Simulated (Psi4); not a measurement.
# A workflow on GaH3 (SMILES [GaH3])

Wanted: a geometry optimisation (PBE0-D4/def2-TZVP), then the harmonic vibrations of GaH3. 

The calculation is run with Psi4 1.11.

## Step 1: Starting point

The species is GaH3 (4 atoms), meant as a singlet with charge 0. SMILES: `[GaH3]`. The shape is that of a PBE0-D4/def2-TZVP optimisation. The run starts from this shape.

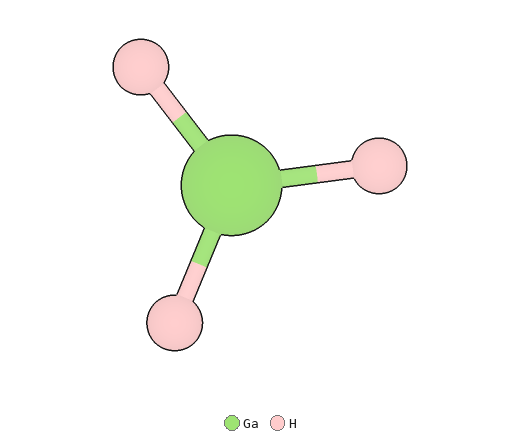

Viewed from a chosen angle; gallium green, hydrogen pink.

## Step 2: A structure relaxation at PBE0-D4/def2-TZVP (density fitting) (run 1)

gah3.xyz

```xyz
4
GaH3
Ga     0.013400    -0.014900    -0.004600
H      1.252400     0.343800     0.887700
H     -0.552100    -1.477800    -0.009700
H     -0.658400     1.088700    -0.893700
```

job.py

```python
import psi4

psi4.set_memory(1600000000)
psi4.set_num_threads(1)
psi4.core.set_output_file('gah3.out', False)

with open('gah3.xyz') as f:
    atoms = ''.join(f.readlines()[2:])
mol = psi4.geometry('0 1\n' + atoms + '')

psi4.set_options({
    'basis': 'def2-TZVP',
    'geom_maxiter': 60,
})

e_tot = psi4.optimize("pbe0-d4")
print('E =', round(e_tot, 9))
print(mol.to_string(dtype='xyz', units='Angstrom'))
```

The run is started by

```console
$ python job.py
```

gah3.out:

```text
[...]
  Running in c1 symmetry.
[...]
  Nuclear repulsion =   31.962558411197463
[...]
  Multiplicity = 1
[...]
  Nalpha       = 17
  Nbeta        = 17
[...]
    Number of basis functions: 66
[...]
   @DF-RKS iter   1: -1924.29804234352764   -1.32319e+00   5.02374e-02 DIIS/ADIIS
[...]
   @DF-RKS iter   6: -1926.36152279556927    1.81899e-12   4.70274e-10 DIIS
[...]
    Orbital Energies [Eh]
    ---------------------
    Doubly Occupied:
       1A   -372.901315     2A    -46.049470     3A    -40.764677
       4A    -40.759932     5A    -40.759932     6A     -5.560329
       7A     -3.835040     8A     -3.822154     9A     -3.822153
      10A     -0.861024    11A     -0.855192    12A     -0.855192
      13A     -0.848595    14A     -0.848594    15A     -0.468079
      16A     -0.315778    17A     -0.315773
[...]
  @DF-RKS Final Energy: -1926.36152279556927
   => Energetics <=
    Nuclear Repulsion Energy =             31.9612870348043785
    One-Electron Energy =               -2749.2942699452419220
    Two-Electron Energy =                 848.2374948632767655
    DFT Exchange-Correlation Energy =     -57.2649962794541239
    Empirical Dispersion Energy =          -0.0010384689539247
    VV10 Nonlocal Energy =                  0.0000000000000000
    Total Energy =                      -1926.3615227955690443
[...]
 Multipole Moments:
 ------------------------------------------------------------------------------------
     Multipole            Electronic (a.u.)      Nuclear  (a.u.)        Total (a.u.)
 ------------------------------------------------------------------------------------
 L = 1.  Multiply by 2.5417464519 to convert [e a0] to [Debye]
 Dipole X            :          0.0000417           -0.0000327            0.0000090
 Dipole Y            :         -0.0001021            0.0000676           -0.0000344
 Dipole Z            :         -0.0001669            0.0001116           -0.0000553
 Magnitude           :                                                    0.0000658
[...]
  -Total Gradient:
     Atom            X                  Y                   Z
    ------   -----------------  -----------------  -----------------
       1        0.000001013635    -0.000001649333    -0.000004488829
       2        0.000000625301     0.000003461413     0.000001373286
       3        0.000000500869    -0.000002923018     0.000003255307
       4       -0.000003923092    -0.000001041397    -0.000000914226
[...]
    Final optimized geometry and variables:
    Molecular point group: c1
    Full point group: C1
    Geometry (in Angstrom), charge = 0, multiplicity = 1:
    GA           0.000000463441    -0.000000957011    -0.000001579427
    H            1.238464072436     0.358924521345     0.893001842580
    H           -0.566088763991    -1.462737786856    -0.004421488136
    H           -0.672407003399     1.103878715874    -0.888472336742
[...]
```

The script printed:

```text
Some dependencies such as QCElemental have not yet finished migration to pydantic v2. If issues are encountered please downgrade pydantic or upgrade QCElemental as appropriate
	Previous geometry is closer to target in internal coordinates, so using that one.

	Best geometry has RMS(Delta(q)) = 1.07e-04

	Energy has increased in a minimization.
	Energy ratio indicates iffy step.
	Intrafrag trust radius decreased to  0.125.
Optimizer: Optimization complete!
E = -1926.361522796
4
0 1 GaH3
Ga                    0.000000463441    -0.000000957011    -0.000001579427
H                     1.238464072436     0.358924521345     0.893001842580
H                    -0.566088763991    -1.462737786856    -0.004421488136
H                    -0.672407003399     1.103878715874    -0.888472336742
```

Run time: 43 s. Hardware: 1 thread of Intel Xeon at 2.50GHz (Skylake/Cascade Lake), shared host; peak memory 0.41 GiB.

Steps, from the record of the run:

| step | energy from the first frame kept (eV) | largest force (eV/Å) |
| --- | --- | --- |
| 0 | 0.0000 | 0.0050 |
| 1 | 0.0006 | 0.0859 |
| 2 | 0.0000 | 0.0002 |

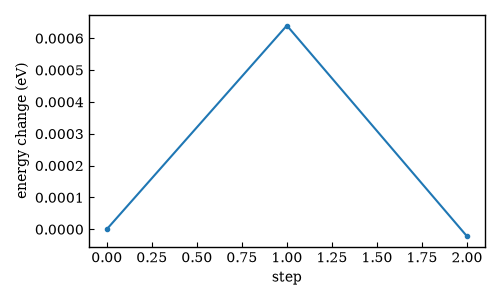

Energy along the run.

## Step 3: Vibrational wavenumbers at PBE0-D4/def2-TZVP (density fitting) (run 2)

calc.dat

```
memory 1600 MB

molecule {
  Ga     0.013424    -0.014909    -0.004628
  H      1.251888     0.344016     0.888375
  H     -0.552665    -1.477646    -0.009048
  H     -0.658983     1.088970    -0.893099
}

set {
  basis                      def2-TZVP
  t                          500.0
  rotational_symmetry_number 6
}

E, wfn = frequencies('pbe0-d4', return_wfn=True)
```

The run is started by

```console
$ psi4 -n 1 calc.dat calc.out
```

calc.out (excerpt; [...] marks lines left out):

```text
[...]
  Running in c1 symmetry.
[...]
  Nuclear repulsion =   31.961290433639078
[...]
  Multiplicity = 1
[...]
  Nalpha       = 17
  Nbeta        = 17
[...]
    Number of basis functions: 66
[...]
   @DF-RKS iter   1: -1924.29801949877424   -1.32325e+00   5.02374e-02 DIIS/ADIIS
[...]
   @DF-RKS iter  11: -1926.36152166599891   -1.36424e-12   2.37691e-09 DIIS
[...]
  @DF-RKS Final Energy: -1926.36152166599891
   => Energetics <=
    Nuclear Repulsion Energy =             31.9541475572967038
    One-Electron Energy =               -2749.2796278556975267
    Two-Electron Energy =                 848.2298448868623382
    DFT Exchange-Correlation Energy =     -57.2648478289035481
    Empirical Dispersion Energy =          -0.0010384255568998
    VV10 Nonlocal Energy =                  0.0000000000000000
    Total Energy =                      -1926.3615216659989073
[...]
 Multipole Moments:
[...]
  -Total Gradient:
     Atom            X                  Y                   Z
    ------   -----------------  -----------------  -----------------
       1        0.000106631423    -0.000175965182     0.000135723600
       2       -0.000001035343    -0.000034629317     0.000011889546
       3        0.000026555447    -0.000007880215     0.000025925152
       4       -0.000129322612     0.000214893870    -0.000170131261
[...]
  ==> Harmonic Vibrational Analysis <==
[...]
  Freq [cm^-1]                 724.3470            759.3189            760.6432
[...]
  IR activ [km/mol]            176.3687            151.2195            151.3115
[...]
  Freq [cm^-1]                1977.1082           1978.8493           1978.8678
[...]
  IR activ [km/mol]             0.1328             249.8449            249.8203
[...]
  Total E_0, Enthalpy at 0 [K]                                                        -1926.34288932 [Eh]
[...]
  Total H, Enthalpy at  500.00 [K]                                                    -1926.33511958 [Eh]
[...]
  Total G, Gibbs energy at  500.00 [K]                                                -1926.38137095 [Eh]
[...]
```

Run time: 3.6 min. Hardware: 1 thread of Intel Xeon at 2.50GHz (Skylake/Cascade Lake), shared host; peak memory 0.46 GiB.

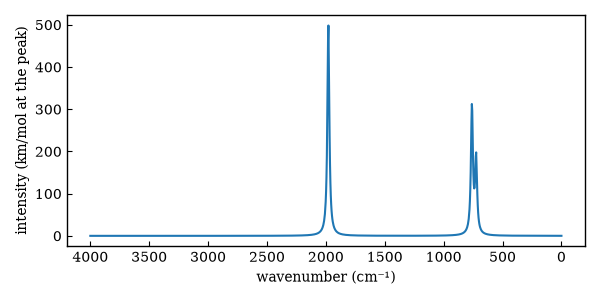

Harmonic infrared spectrum, unscaled, lines broadened by 10 cm⁻¹.

## Step 4: What came out

| quantity | value |
| --- | --- |
| run 1, PBE0-D4/def2-TZVP: total energy at the end | -1926.36152 Eh |
| run 1, PBE0-D4/def2-TZVP: dipole moment | 0.00 D |
| run 1, PBE0-D4/def2-TZVP: HOMO energy | -8.59 eV |
| run 1, PBE0-D4/def2-TZVP: LUMO energy | -1.82 eV |
| run 1, PBE0-D4/def2-TZVP: HOMO–LUMO gap | 6.77 eV |
| run 1, PBE0-D4/def2-TZVP: dispersion energy | -2.73 kJ/mol |
| run 2, PBE0-D4/def2-TZVP: lowest harmonic wavenumber | 724 cm⁻¹ |
| run 2, PBE0-D4/def2-TZVP: highest harmonic wavenumber | 1979 cm⁻¹ |
| run 2, PBE0-D4/def2-TZVP: zero-point energy | 48.9 kJ/mol |
| run 2, PBE0-D4/def2-TZVP: ideal-gas entropy at 500 K (symmetry number 6 as used) | 58.0 cal/(mol K) |

The optimisation (run 1, PBE0-D4/def2-TZVP) took 3 steps and changed the energy by -0.000 eV. All 6 modes (run 2, PBE0-D4/def2-TZVP) are real, so the shape is a minimum at this level.
